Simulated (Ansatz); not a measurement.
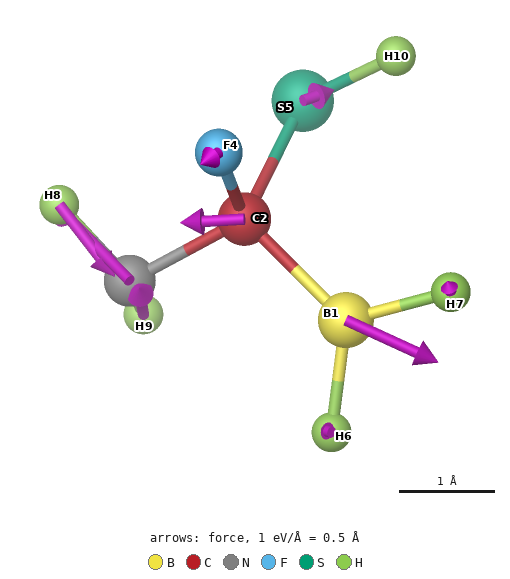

Starting geometry of CH5BFNS (coarse preliminary run) with the computed forces as purple arrows. Style: ball-and-stick. Shown at a tilt.

The start comes from a force field.

The calculation used RKS PBE-D4/def2-SVP (Ansatz 0.2.0).

The input:
```yaml
crystal:
  periodic: [false, false, false]
  atoms:
    - {symbol: B, position_ang: [-1.115800, 0.508800, -0.453500]}
    - {symbol: C, position_ang: [0.145500, -0.286700, -0.127800]}
    - {symbol: N, position_ang: [-0.045800, -0.970300, 1.138100]}
    - {symbol: F, position_ang: [0.418400, -1.209300, -1.130500]}
    - {symbol: S, position_ang: [1.591300, 0.828100, -0.082900]}
    - {symbol: H, position_ang: [-2.080800, 0.581200, 0.279700]}
    - {symbol: H, position_ang: [-1.205800, 1.164000, -1.472100]}
    - {symbol: H, position_ang: [0.868800, -1.552900, 1.304200]}
    - {symbol: H, position_ang: [-0.028200, -0.247600, 1.965700]}
    - {symbol: H, position_ang: [1.535500, 1.133400, -1.417800]}
basis:
  gaussian: {orbitals: def2-SVP}
hamiltonian: {xc: pbe, dispersion: d4}
relax: {f_tol: 0.03, max_steps: 200}
```

Launched with:
```bash
ansatz run in.yaml --threads 4 --pin off --events-out ev --progress --plain --max-ram 10444MiB
```

Is this structure relaxed? If not, where do the atoms go?

Answer. It isn't relaxed: the largest force vector, on N3, is 3.01 eV/Å. The final displacements have little in common with the starting forces (cosine between the two patterns 0.22). The largest move after the best rigid fit is that of S5, 1.12 Å. Largest moves by element: S 1.12 Å, H 0.96 Å, B 0.50 Å, C 0.39 Å, F 0.32 Å, N 0.20 Å. Some distances before and after: B1–S5 2.751 → 1.955 Å, C2–S5 1.826 → 2.603 Å, N3–S5 2.721 → 3.432 Å, C2–N3 1.451 → 1.326 Å. New bonds form: B1–S5 (2.75 → 1.96 Å). Bonds break: C2–S5 (1.83 → 2.60 Å). Among the angles between lasting bonds that change: B1–C2–N3 108.8° → 126.6°, C2–N3–H8 105.8° → 122.2°, H8–N3–H9 102.8° → 119.2°. After 13 accepted moves (14 points after the start) the energy has fallen by 160.7 kJ/mol. The largest force component goes from 2.5 to 0.025 eV/Å. The line search rejected the trial step at point 10 of the run.
